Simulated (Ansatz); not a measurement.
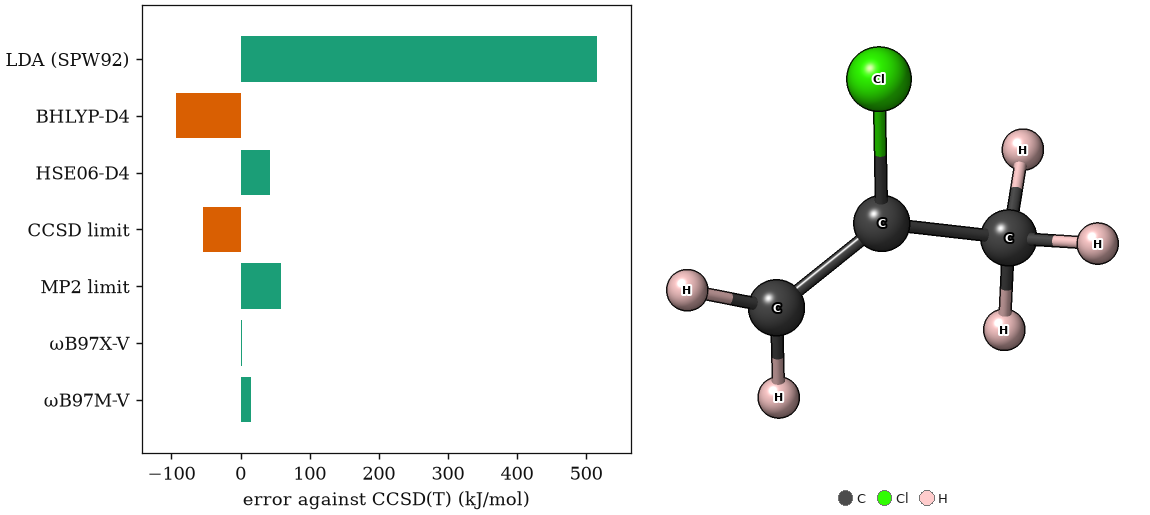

Error in the electronic atomisation energy (method less reference, so positive means overbinding) of C₃H₅Cl, SMILES C=C(C)Cl: functionals in def2-TZVPP against frozen-core CCSD(T) at the limit (MP2 extrapolated from triple and quadruple zeta, plus CCSD(T) less MP2 in a smaller set), which gives 3521.2 kJ/mol, at a PBE0-D4/def2-TZVP geometry (a minimum by its frequencies), no zero-point or spin-orbit term, the Ansatz code 0.2.0. The reference leaves out core correlation, a term that grows with the number of heavy atoms. Limit means the basis limit.

### What range do the values span?

From −93.8 kJ/mol (BHLYP-D4) to 515.5 kJ/mol (LDA (SPW92)).

### Give the values.

```tsv
level	kJ/mol
LDA (SPW92)	515.5
BHLYP-D4	−93.8
HSE06-D4	41.9
CCSD limit	−54.7
MP2 limit	58.6
ωB97X-V	2.6
ωB97M-V	14.7
```
